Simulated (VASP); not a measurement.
Data:

```xyz
10
Lattice="3.5646 2.0580 5.9274 -3.5646 2.0580 5.9274 0.0000 -4.1160 5.9274" Properties=species:S:1:pos:R:3 pbc="T T T"
Sb     0.0000     0.0000     6.1538
Sb     0.0000     0.0000     2.7373
Sb     0.0000     0.0000    11.6284
Sb     0.0000     0.0000    15.0449
S     -1.5726     2.0580    10.3730
S     -0.9960    -2.3909    10.3730
S      2.5686     0.3329    10.3730
S      1.5726    -2.0580     7.4093
S      0.9960     2.3909     7.4093
S     -2.5686    -0.3329     7.4093
```

Calculation: PBEsol GGA, VASP's PBE PAW potentials (set 64) (plane waves; VASP 6.6.1). Run with 400 eV cut-off, 5×5×5 Γ-centred mesh, tetrahedra with Blöchl corrections, potentials Sb S.

Unless said otherwise, spin-orbit coupling is left out, though it shifts the bands of the heavy elements here.

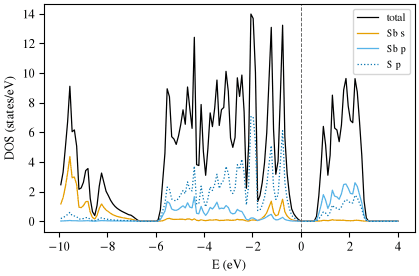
*Total and projected density of states, zero at the valence-band maximum*

Within 2 eV below the valence-band maximum the largest weight inside VASP's projection spheres is S p.

It has a band gap.

The structure was generated: Sb2S3 was put into the corundum type (R-3c), which need not be its known phase. It was relaxed first, which changed the volume by +20 %.
